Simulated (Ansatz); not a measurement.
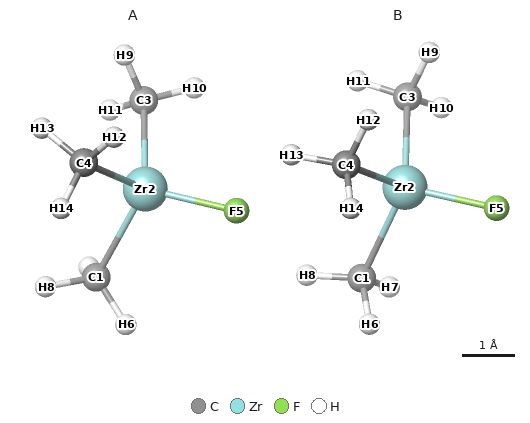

Two geometries of C₃H₉FZr, drawn at one scale. One is the start of a relaxation, the other its converged end. Style: ball-and-stick. Shown from a free direction.

Method: RKS PBE0-D4/def2-TZVP in Ansatz. Settings: force threshold 0.005 eV/Å; at most 150 steps.

### Which geometry has the lower energy?

Structure A is the relaxed one. The start comes from GFN2-xTB. The largest move after the best rigid fit is that of H11, 0.80 Å. By element the largest moves are H 0.80 Å, F 0.11 Å, Zr 0.11 Å, C 0.08 Å. Near-neighbour distances that change, for instance: C1–Zr2 2.229 → 2.214 Å, Zr2–C4 2.229 → 2.215 Å, C1–H6 1.106 → 1.095 Å, C1–H8 1.103 → 1.098 Å. Bond angles that change, for instance: Zr2–C1–H8 115.4° → 110.1°, Zr2–C4–H13 115.5° → 110.3°, Zr2–C3–H11 115.5° → 110.9°. Groups turn about Zr2–C3 by about 45°, C1–Zr2 by about 40°, Zr2–C4 by about 30°. After 28 accepted moves (35 points after the start) the energy has fallen by 5.11 kJ/mol. The largest force component goes from 0.26 to 0.0035 eV/Å. The line search rejected the trial steps at points 7, 15, 17, 18, 24, 26, 34 of the run. The forces were under the threshold at step 5, but the run went on from there. The run took 3 min on 4 threads of Arm Neoverse V1, with other jobs on the host.
